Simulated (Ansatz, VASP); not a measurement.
## Sr (Sr(100)): VASP beside Ansatz

Wanted: the spread between two codes on one cell, functional and k mesh.

Method: plane waves, with VASP 6.6.1 beside it; single point at PBEsol, single point at LDA and single point at PBE, in Ansatz 0.2.0.

## 1. The structure

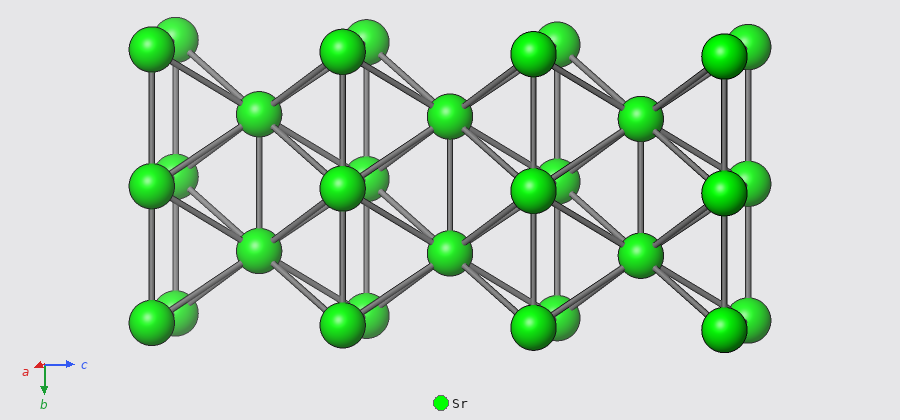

The cell as given, from the side, with the c axis across the page (strontium green). 1×2×1 cells are drawn. Some periodic images of atoms are drawn too.

The cell holds 7 atoms: 7 Sr. Cell: a = 4.299 Å, b = 4.299 Å, c = 36.240 Å, α = 90.0°, β = 90.0°, γ = 90.0°. Vacuum lies along c.

As a file:

```
Sr
1.0
     4.29921    0.00000    0.00000
     0.00000    4.29921    0.00000
     0.00000    0.00000   36.24000
Sr
7
Cartesian
  0.0000 0.0000 9.0000
  2.1496 2.1496 12.0400
  0.0000 0.0000 15.0800
  2.1496 2.1496 18.1200
  0.0000 0.0000 21.1600
  2.1496 2.1496 24.2000
  0.0000 0.0000 27.2400
```

## 2. VASP: single point, PBEsol

With cell and atoms fixed, the geometry can't cause a difference; cores, projectors, grids and the points listed under the comparison can.

Lines of VASP's logs that name or quote its potential files are left out, and so is its time.

Contents of INCAR:

```
SYSTEM = Sr
PREC = Normal
ENCUT = 350
EDIFF = 1E-06
NELM = 120
ISMEAR = 1
SIGMA = 0.1
LREAL = .FALSE.
ALGO = Normal
GGA = PS
NBANDS = 43
LORBIT = 11
LWAVE = .FALSE.
LCHARG = .FALSE.
KPAR = 4
IDIPOL = 3
LDIPOL = .TRUE.
DIPOL = 0.5 0.5 0.5
LVHAR = .TRUE.
LVACPOTAV = .TRUE.
```

Contents of POSCAR:

```
Sr
1.0
    4.2992092296      0.0000000000      0.0000000000
    0.0000000000      4.2992092296      0.0000000000
    0.0000000000      0.0000000000     36.2400000000
Sr
7
Direct
    0.0000000000      0.0000000000      0.2483443709
    0.5000000000      0.5000000000      0.3322295806
    0.0000000000      0.0000000000      0.4161147903
    0.5000000000      0.5000000000      0.5000000000
    0.0000000000      0.0000000000      0.5838852097
    0.5000000000      0.5000000000      0.6677704194
    0.0000000000      0.0000000000      0.7516556291
```

Contents of KPOINTS:

```
Automatic mesh
0
Gamma
9 9 1
0 0 0
```

Potentials, in the order of the species: Sr_sv (PBE family, release 64).

Launch:

```sh
$ mpirun -np 4 vasp_std
```

Numbers of over 12 decimals in the logs are rounded to 6 here.

Output:

```text
[banner, memory and clock lines left out]
running    4 mpi-ranks, on    1 nodes
 distrk:  each k-point on    1 cores,    4 groups
 distr:  one band on    1 cores,    1 groups

 POSCAR found type information on POSCAR Sr
 POSCAR found :  1 types and       7 ions
|                                                                             |
|               ----> ADVICE to this user running VASP <----                  |
|                                                                             |
|     You enforced a specific xc type in the INCAR file but a different       |
|     [... a line on the potential file left out ...]
|     I HOPE YOU KNOW WHAT YOU ARE DOING!                                     |
|                                                                             |

 LDA part: xc-table for (Slater+PW92), standard interpolation
 POSCAR, INCAR and KPOINTS ok, starting setup
 FFT: planning ... GRIDC
 FFT: planning ... GRID_SOFT
 FFT: planning ... GRID
 WAVECAR not read
 entering main loop
       N       E                     dE             d eps       ncg     rms          rms(c)
DAV:   1     0.352155438494E+03    0.35216E+03   -0.27826E+04  1778   0.948E+02
DAV:   2     0.301440443327E+02   -0.32201E+03   -0.31741E+03  1458   0.258E+02
DAV:   3    -0.746722000447E+01   -0.37611E+02   -0.37295E+02  1841   0.521E+01
DAV:   4    -0.124138773817E+02   -0.49467E+01   -0.49293E+01  2193   0.198E+01
DAV:   5    -0.127170532067E+02   -0.30318E+00   -0.30293E+00  2020   0.399E+00    0.325E+01
DAV:   6    -0.141615715624E+02   -0.14445E+01   -0.21658E+01  1934   0.979E+00    0.249E+01
DAV:   7    -0.208117059497E+02   -0.66501E+01   -0.11622E+02  1692   0.110E+01    0.347E+01
DAV:   8    -0.123983989269E+02    0.84133E+01   -0.46688E+01  1645   0.751E+00    0.106E+01
DAV:   9    -0.121085639910E+02    0.28983E+00   -0.37365E+00  1876   0.305E+00    0.626E+00
DAV:  10    -0.119632193808E+02    0.14534E+00   -0.66594E-01  1924   0.187E+00    0.365E+00
DAV:  11    -0.119354715535E+02    0.27748E-01   -0.11342E-01  1788   0.694E-01    0.256E+00
DAV:  12    -0.119207528656E+02    0.14719E-01   -0.20404E-02  1820   0.251E-01    0.206E+00
DAV:  13    -0.118944643379E+02    0.26289E-01   -0.13500E-01  1684   0.537E-01    0.351E-01
DAV:  14    -0.118955021660E+02   -0.10378E-02   -0.86653E-03  1948   0.169E-01    0.239E-01
[...]
DAV:  25    -0.118975766455E+02   -0.58071E-05   -0.17776E-06  1036   0.480E-03    0.460E-03
DAV:  26    -0.118975799266E+02   -0.32811E-05   -0.15289E-06  1036   0.250E-03    0.347E-03
DAV:  27    -0.118975815866E+02   -0.16600E-05   -0.34028E-07   896   0.210E-03    0.207E-03
DAV:  28    -0.118975845114E+02   -0.29248E-05   -0.38901E-07   933   0.143E-03    0.815E-04
DAV:  29    -0.118975872713E+02   -0.27598E-05   -0.20300E-07   919   0.101E-03    0.938E-04
DAV:  30    -0.118975895800E+02   -0.23087E-05   -0.16940E-07   874   0.727E-04    0.146E-03
DAV:  31    -0.118975907328E+02   -0.11528E-05   -0.39855E-08   841   0.385E-04    0.551E-04
DAV:  32    -0.118975916749E+02   -0.94208E-06   -0.57337E-08   825   0.465E-04
|                                                                             |
|           W    W    AA    RRRRR   N    N  II  N    N   GGGG   !!!           |
|           W    W   A  A   R    R  NN   N  II  NN   N  G    G  !!!           |
|           W    W  A    A  R    R  N N  N  II  N N  N  G       !!!           |
|           W WW W  AAAAAA  RRRRR   N  N N  II  N  N N  G  GGG   !            |
|           WW  WW  A    A  R   R   N   NN  II  N   NN  G    G                |
|           W    W  A    A  R    R  N    N  II  N    N   GGGG   !!!           |
|                                                                             |
|     Did not find any points to average over, which means that no vacuum     |
|     field-free region was found. Please increase the size of  your cell     |
|     in the dimension of the dipole correction to obtain accurate            |
|     workfunction values.                                                    |
|                                                                             |

   1 F= -.11897592E+02 E0= -.11895362E+02  d E =-.668943E-02
```

Parts of OUTCAR (step 2):

```text
ion  position               nearest neighbor table
   1  0.000  0.000  0.248-   2 4.30   2 4.30   2 4.30   2 4.30
   2  0.500  0.500  0.332-   1 4.30   3 4.30   1 4.30   3 4.30   1 4.30   3 4.30   1 4.30   3 4.30

  LATTYP: Found a simple tetragonal cell.
 ALAT       =     4.2992092296
 C/A-ratio  =     8.4294571547

 Subroutine GETGRP returns: Found 16 space group operations
 (whereof 16 operations were pure point group operations)

The static configuration has the point symmetry D_4h.

 Found     15 irreducible k-points:

   k-points           NKPTS =     15   k-points in BZ     NKDIM =     15   number of bands    NBANDS=     43

   dimension x,y,z NGX =    20 NGY =   20 NGZ =  168
   dimension x,y,z NGXF=    40 NGYF=   40 NGZF=  336

   ENCUT  =  350.0 eV  25.72 Ry    5.07 a.u.   6.56  6.56 55.28*2*pi/ulx,y,z

   NELECT =      70.0000    total number of electrons

 k-points in reciprocal lattice and weights: Automatic mesh
   0.00000000  0.00000000  0.00000000       0.012
   0.11111111  0.00000000  0.00000000       0.049
   0.22222222  0.00000000  0.00000000       0.049
   0.33333333  0.00000000  0.00000000       0.049
   0.44444444  0.00000000  0.00000000       0.049
   0.11111111  0.11111111  0.00000000       0.049
   0.22222222  0.11111111  0.00000000       0.099
   0.33333333  0.11111111  0.00000000       0.099
   0.44444444  0.11111111  0.00000000       0.099
[...]
0.44444444  0.33333333  0.00000000       0.099
   0.44444444  0.44444444  0.00000000       0.049

 dipolmoment           0.000000      0.000000     -0.000000 electrons x Angstroem

 average (electrostatic) potential at core
       1 -43.0391       2 -42.4451       3 -42.4911       4 -42.4563       5 -42.4911
       6 -42.4451       7 -43.0391

 E-fermi :  -0.1209

 k-point     1 :       0.0000    0.0000    0.0000
  band No.  band energies     occupation
    ...
     31      -3.0760      2.00000
     32      -2.5802      2.00000
     33      -1.9765      2.00000
     34      -1.3888      2.00000
     35      -0.9307      2.00000
     36       0.2553     -0.00000
     37       0.2975     -0.00000
     38       0.2978     -0.00000
     39       0.3517     -0.00000
     40       0.5551     -0.00000
    ...

 k-point     2 :       0.1111    0.0000    0.0000
  band No.  band energies     occupation
    ...
     31      -2.9563      2.00000
     32      -2.4662      2.00000
     33      -1.8674      2.00000
     34      -1.2801      2.00000
     35      -0.8178      2.00000
     36       0.2619     -0.00000
     37       0.3313     -0.00000
     38       0.3489     -0.00000
     39       0.3667     -0.00000
     40       0.5498     -0.00000
    ...

 k-point     3 :       0.2222    0.0000    0.0000
  band No.  band energies     occupation
    ...
     31      -2.6152      2.00000
     32      -2.1477      2.00000
     33      -1.5704      2.00000
     34      -0.9894      2.00000
     35      -0.5099      2.00000
     36       0.1410     -0.00134
     37       0.2259     -0.00001
     38       0.4152     -0.00000
     39       0.4446     -0.00000
     40       0.4966     -0.00000
    ...

  Total       -2.6341288     -2.6341288     -2.2430733      0.0000000      0.0000000      0.0000000
  in kB       -6.3006047     -6.3006047     -5.3652343      0.0000000      0.0000000      0.0000000
  external PRESSURE =      -5.9888145 kB  Pullay stress =       0.0000000 kB

  energy-cutoff  :      350.00
  volume of cell :      669.83
      direct lattice vectors                 reciprocal lattice vectors
     4.299209230  0.000000000  0.000000000     0.232600915  0.000000000  0.000000000
     0.000000000  4.299209230  0.000000000     0.000000000  0.232600915  0.000000000
     0.000000000  0.000000000 36.240000000     0.000000000  0.000000000  0.027593819

 POSITION                                       TOTAL-FORCE (eV/Angst)
 -----------------------------------------------------------------------------------
      0.00000      0.00000      9.00000        -0.000000      0.000000      0.154130
      2.14960      2.14960     12.04000        -0.000000     -0.000000     -0.058010
      0.00000      0.00000     15.08000        -0.000000     -0.000000      0.016797
      2.14960      2.14960     18.12000        -0.000000     -0.000000      0.000000
      0.00000      0.00000     21.16000         0.000000     -0.000000     -0.016797
      2.14960      2.14960     24.20000        -0.000000     -0.000000      0.058010
      0.00000      0.00000     27.24000         0.000000      0.000000     -0.154130
 -----------------------------------------------------------------------------------
    total drift:                               -0.000000      0.000000      0.000000

  FREE ENERGIE OF THE ION-ELECTRON SYSTEM (eV)
  ---------------------------------------------------
  free  energy   TOTEN  =       -11.8975916749 eV

  energy  without entropy=      -11.8909022485  energy(sigma->0) =      -11.89536187

 vacuum level on the upper side and lower side of the slab         2.406         2.406

 total charge
# of ion       s       p       d       tot
------------------------------------------
    1        2.073   5.665   0.105   7.843
    2        2.062   5.678   0.129   7.870
    3        2.064   5.678   0.127   7.869
    4        2.063   5.678   0.129   7.870
    5        2.064   5.678   0.127   7.869
    6        2.062   5.678   0.129   7.870
    7        2.073   5.665   0.105   7.843
--------------------------------------------------
tot         14.460  39.720   0.852  55.033

[... 3 further parts left out ...]
```

## 3. Ansatz: single point, PBEsol

Ansatz runs on its default PAW (the set named soft_2) files.

The same cell, functional, mesh and smearing now go to Ansatz, which takes its cutoff from its data sets.

Contents of input.yaml:

```yaml
crystal:
  lattice:
    - [4.2992092296, 0.0, 0.0]
    - [0.0, 4.2992092296, 0.0]
    - [0.0, 0.0, 36.24]
  atoms:
    - { symbol: Sr, position: [0.0, 0.0, 0.2483443709] }
    - { symbol: Sr, position: [0.5, 0.5, 0.3322295806] }
    - { symbol: Sr, position: [0.0, 0.0, 0.4161147903] }
    - { symbol: Sr, position: [0.5, 0.5, 0.5] }
    - { symbol: Sr, position: [0.0, 0.0, 0.5838852097] }
    - { symbol: Sr, position: [0.5, 0.5, 0.6677704194] }
    - { symbol: Sr, position: [0.0, 0.0, 0.7516556291] }
hamiltonian:
  xc: pbesol
  pseudopotentials: { kind: paw }
kpoints:
  mp_grid: { grid: [9, 9, 1] }
scf:
  occupations: { method: methfessel_paxton, width: 0.1 }
  n_extra_bands: 5
efield:
  axis: 3
  dipole_correction: true
  ramp_width: 0.04
output:
  forces: true
  eigenvalues: true
```

Launch:

```sh
$ ansatz run input.yaml --threads 4 --pin off --max-ram 9216MiB --backend cpu --events-out ev --progress --plain --runs-dir out
```

Output:

```text
scf.n_extra_bands = 5 over 35 filled bands (N_el = 70.0): the run solves 40 bands
Engine: ansatz 0.2.0, aarch64-unknown-linux-gnu
Pseudopotentials: kind: paw
Pseudopotential: Sr, paw, valence charge 10, recommended cutoff 420 eV (normal), Sr.paw.azcp
Functional definition: PBEsol
  exchange = pbesol_x
  correlation = pbesol_c
Crystal: 7 atoms, lattice volume = 669.831 Å³
Basis set: ecut = 420 eV, 13033 PW (Γ), exchange–correlation on 60×60×486 points (8 copies of the dense FFT grid, shifted against one another)
Bands: 40, of which v1, the nominal top of the filled ones, is band 35 counted from 1 (34 counted from 0)
Symmetry: 8 space group operations
k-points: 15 of 81
Non-local potential: Sr, projectors of the file, l = 0: 3, l = 1: 2, l = 2: 2
PAW form: soft (Blöchl's): semilocal exchange-correlation on the pseudo side does not see the compensation charge
PAW frozen core: Sr, regenerated for the run's functional, and the local potential with it (the file was generated under x = pbe(κ = 0.804, μ = 0.219515), c = pbe(β = 0.066725))
PAW one-centre angular grid: Sr, 110 points (default); XC on 64 Gauss nodes
Initial density: superposition of atomic densities (neutral atoms: chi_scale 0, normalization atom), corrected by the library's trained network
Initial wavefunctions: pseudopotential atomic-orbital guess
Functional: x = pbesol(κ = 0.804, μ = 0.123457), c = pbesol(β = 0.046)
SCF iter   1: F=—  HF=-24444.602717 eV  |F-HF|=—  |Δ(HF+E_count)|=         —  Δρ=2.87e-3  dr2=4.89e0  ethr=1.77e-3  p=0.000 e·Å  D=8.50e-14 V/Å  ΔV_dip=-0.00 eV  dr2_dipole=4.54e-7  V_vac-E_F(+/−)=2.30/2.30 eV  ⟨swp⟩=17.3  Hψ=3751  notcnv=0
efield: sawtooth ramp at fractional position 0.9800 (placed from the atoms, in the widest stretch of the axis that holds none; the zero of the levels goes with the place), width 0.0400; the density the first Hamiltonian is built on has a dipole p = 0.000 e·Å; the dipole correction subtracts the counter field D = 8.50e-14 V/Å, which shifts the + side's vacuum level by -0.00 eV against the − side's; the planar-averaged density in the ramp window peaks in size at 4.8e-7 e/Å³
preconditioner: auto → LDOS  [metal: Δε(μ)=0.016 eV  Ē_g=1.568 eV  σ=0.100 eV  W_gap=0.13  n_scr=72 (ndim 8)  ℏωp=5.4 eV  f_vac=0.365  D(μ)=15.60/eV (n_scr^D=90)  β→1.0]
SCF iter   2: F=—  HF=-24444.517211 eV  |F-HF|=—  |Δ(HF+E_count)|=   8.55e-2  S|Δr|=    0.00e0  Δρ=1.22e-3  dr2=4.89e-1  ethr=1.77e-3  p=-0.000 e·Å  D=-5.15e-6 V/Å  ΔV_dip=0.00 eV  dr2_dipole=6.56e-9  V_vac-E_F(+/−)=2.49/2.49 eV  ⟨swp⟩=1.9  Hψ=744  notcnv=0
SCF iter   3: F=—  HF=-24444.509106 eV  |F-HF|=—  |Δ(HF+E_count)|=   8.10e-3  S|Δr|=    0.00e0  Δρ=7.67e-4  dr2=9.87e-2  ethr=6.99e-4  p=-0.000 e·Å  D=-4.82e-6 V/Å  ΔV_dip=0.00 eV  dr2_dipole=2.29e-8  V_vac-E_F(+/−)=2.52/2.52 eV  ⟨swp⟩=2.0  Hψ=630  notcnv=0
SCF iter   4: F=—  HF=-24444.507706 eV  |F-HF|=—  |Δ(HF+E_count)|=   1.40e-3  S|Δr|=    0.00e0  Δρ=2.71e-4  dr2=7.53e-3  ethr=1.41e-4  p=-0.000 e·Å  D=-2.60e-6 V/Å  ΔV_dip=0.00 eV  dr2_dipole=1.90e-11  V_vac-E_F(+/−)=2.54/2.54 eV  ⟨swp⟩=1.2  Hψ=609  notcnv=0
SCF iter   5: F=—  HF=-24444.507906 eV  |F-HF|=—  |Δ(HF+E_count)|=   2.00e-4  S|Δr|=    0.00e0  Δρ=8.66e-5  dr2=2.87e-4  ethr=1.08e-5  p=-0.000 e·Å  D=-3.94e-7 V/Å  ΔV_dip=0.00 eV  dr2_dipole=3.73e-9  V_vac-E_F(+/−)=2.54/2.54 eV  ⟨swp⟩=2.2  Hψ=678  notcnv=0
SCF iter   6: F=—  HF=-24444.507911 eV  |F-HF|=—  |Δ(HF+E_count)|=   4.81e-6  S|Δr|=    0.00e0  Δρ=5.16e-5  dr2=5.15e-5  ethr=4.10e-7  p=0.000 e·Å  D=1.66e-6 V/Å  ΔV_dip=-0.00 eV  dr2_dipole=1.07e-8  V_vac-E_F(+/−)=2.53/2.53 eV  ⟨swp⟩=2.6  Hψ=1069  notcnv=0
SCF iter   7: F=—  HF=-24444.508056 eV  |F-HF|=—  |Δ(HF+E_count)|=   1.46e-4  S|Δr|=    0.00e0  Δρ=1.73e-5  dr2=8.71e-6  ethr=7.36e-8  p=0.000 e·Å  D=5.68e-7 V/Å  ΔV_dip=-0.00 eV  dr2_dipole=3.65e-10  V_vac-E_F(+/−)=2.53/2.53 eV  ⟨swp⟩=2.0  Hψ=1031  notcnv=0
SCF iter   8: F=—  HF=-24444.508057 eV  |F-HF|=—  |Δ(HF+E_count)|=   9.42e-8  S|Δr|=    0.00e0  Δρ=5.91e-6  dr2=2.43e-6  ethr=1.24e-8  p=0.000 e·Å  D=1.82e-7 V/Å  ΔV_dip=-0.00 eV  dr2_dipole=3.26e-10  V_vac-E_F(+/−)=2.53/2.53 eV  ⟨swp⟩=2.7  Hψ=968  notcnv=0
SCF iter   9: F=—  HF=-24444.508057 eV  |F-HF|=—  |Δ(HF+E_count)|=   3.28e-8  S|Δr|=    0.00e0  Δρ=1.76e-6  dr2=1.99e-7  ethr=3.47e-9  p=0.000 e·Å  D=5.72e-8 V/Å  ΔV_dip=-0.00 eV  dr2_dipole=1.49e-10  V_vac-E_F(+/−)=2.53/2.53 eV  ⟨swp⟩=1.5  Hψ=624  notcnv=0
SCF iter  10: F=-24444.508057 eV  HF=-24444.508057 eV  |F-HF|=3.21e-9  |Δ(HF+E_count)|=   1.08e-8  S|Δr|=    0.00e0  Δρ=5.96e-7  dr2=5.69e-9  ethr=1.43e-10  p=0.000 e·Å  D=2.86e-8 V/Å  ΔV_dip=-0.00 eV  dr2_dipole=1.84e-12  V_vac-E_F(+/−)=2.53/2.53 eV  ⟨swp⟩=14.3  Hψ=3114  notcnv=0
SCF 1 converged in 10 iterations: F = -24444.508057 eV  dr2 = 5.69e-9
  greatest PAW one-centre occupation: 0.988 electrons in one spin orbital (limit 2), on the Sr atom at site 0 (counted from 0), in its partial waves of l = 0
SCF converged after 10 iterations
Stability not checked: this state was not tested for a lower state beside it, because cold or Methfessel-Paxton smearing, or corrected tetrahedra, fill the levels in a way that the test cannot read (fill_not_monotonic; see scf.lower_state_search)
Free energy (F): -24444.508057 eV
Harris-Foulkes:  -24444.508057 eV  (|F-HF|=3.21e-9)
Internal energy: -24444.500877 eV  (E = F + TS)
E sigma→0 (E₀):  -24444.506262 eV
Entropy (-TS):   -0.007180 eV (-1.026 meV/atom)
Fermi energy:    1.881206 eV
Dipole field:    D = 0.000001 V/Å  (p = 0.000004 e·Å, saw-weighted, corrected)
Work function:   Φ+ = 2.5315 eV   Φ− = 2.5315 eV
Levels:          The Fermi level and band energies are counted from a zero that moves with the ramp; work functions are not
--- Per-component energies (eV) ---
  E_band       = -1184.814540
  E_kinetic    = 1685.153049
  E_local      = -30659.329905  (includes V_loc(G=0)·N_el)
  E_nonlocal   = 1430.273638
  E_hartree    = 13878.666048
  E_xc         = -1183.264698
  E_vxc        = -1106.134377  (∫ρ·V_xc dr)
  E_paw        = -18512.010826  (= ΣΔE_a)
  E_vpaw       = -292.107920  (= ΣTr[D̂ρ^β])
  E_aug_tail   = -0.000010  (compensation charges beyond the density's cutoff)
  E_efield     = 0.000000  (sawtooth field / dipole correction)
  E_vefield    = 0.000000  (∫n·V_field dr)
  E_ewald      = 8915.071394
  E_core_change = 0.940432  (= ΣΔE_core)
  E_smearing   = -0.007180  (= −TS)
  E_closure    = -0.000000  (closes the sum)
  Σ components = -24444.508057   (vs F -24444.508057, Δ=0.00e0)
--- Forces (eV/Å), atoms counted from 1 ---
  atom   1  Sr     0.00000000     0.00000000     0.15561706
  atom   2  Sr    -0.00000000     0.00000000    -0.05803965
  atom   3  Sr    -0.00000000     0.00000000     0.01665707
  atom   4  Sr     0.00000000     0.00000000    -0.00000020
  atom   5  Sr    -0.00000000     0.00000000    -0.01665650
  atom   6  Sr     0.00000000     0.00000000     0.05803881
  atom   7  Sr    -0.00000000     0.00000000    -0.15561680
  max |Σ_I F_I| component: 2.21e-7 eV/Å
--- Band table (eV; the first three rows and the last of 15) ---
  k-point 0: bands = [... 31 lower, -0.5754, 0.0279, 0.6157, 1.0750, 2.2635, 2.3006, 2.3015, 2.3594, ... 1 higher]
  k-point 1: bands = [... 31 lower, -0.4616, 0.1369, 0.7241, 1.1876, 2.2689, 2.3352, 2.3529, 2.3727, ... 1 higher]
  k-point 2: bands = [... 31 lower, -0.1433, 0.4336, 1.0144, 1.4945, 2.1459, 2.2306, 2.4193, 2.4469, ... 1 higher]
  k-point 14: bands = [... 31 lower, 1.5733, 1.6517, 1.8334, 1.8796, 2.2288, 2.2396, 2.2732, 2.2978, ... 1 higher]
```

It took 8 s on 4 threads of Arm Neoverse V2, shared host; peak memory 1 GiB.

## 4. Differences

Known differences besides the PAW data sets themselves: the cutoff is 420 eV in Ansatz and 350 eV in VASP (PREC = Normal); Ansatz makes its cores anew for this functional, VASP keeps those of its PBE data sets; VASP leaves aspherical gradient terms in its spheres out (LASPH is not set), Ansatz keeps them. Total energies have different zeros and are not compared.

The two programs side by side:

```csv
quantity,Ansatz,VASP,difference
"work function, lower of the two faces (eV)",2.53,2.53,0.00
"work function, higher of the two faces (eV)",2.53,2.53,0.00
```

Forces (eV/Å; atoms numbered as in POSCAR):

```csv
atom,"Ansatz x, y, z","VASP x, y, z"
Sr1,"0.000, 0.000, 0.156","0.000, 0.000, 0.154"
Sr2,"0.000, 0.000, -0.058","0.000, 0.000, -0.058"
Sr3,"0.000, 0.000, 0.017","0.000, 0.000, 0.017"
Sr4,"0.000, 0.000, 0.000","0.000, 0.000, 0.000"
Sr5,"0.000, 0.000, -0.017","0.000, 0.000, -0.017"
Sr6,"0.000, 0.000, 0.058","0.000, 0.000, 0.058"
Sr7,"0.000, 0.000, -0.156","0.000, 0.000, -0.154"
```

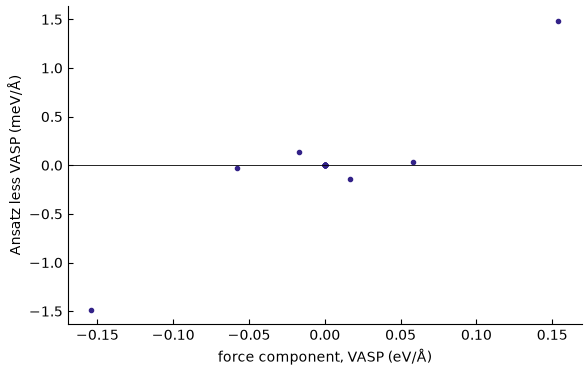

Difference of the force components against their size.

The forces differ by 0.5 meV/Å r.m.s., which is 0.9 % of the r.m.s. force of 0.05 eV/Å (both taken over all components).

(Part 1 of 2 ends here.)

[Lines on the potential files, build, host, timing and source positions are cut from VASP's logs without a mark.]

[Logs are printed without paths, hosts, clocks, repeated set-up lines and the standing remarks that a program may print on its own settings, such as how far it seeks lower states.]

[Hosts, paths, dates, database ids (printed as entryN), source tags and the programs' standing remarks are cut or masked in the printed files.]
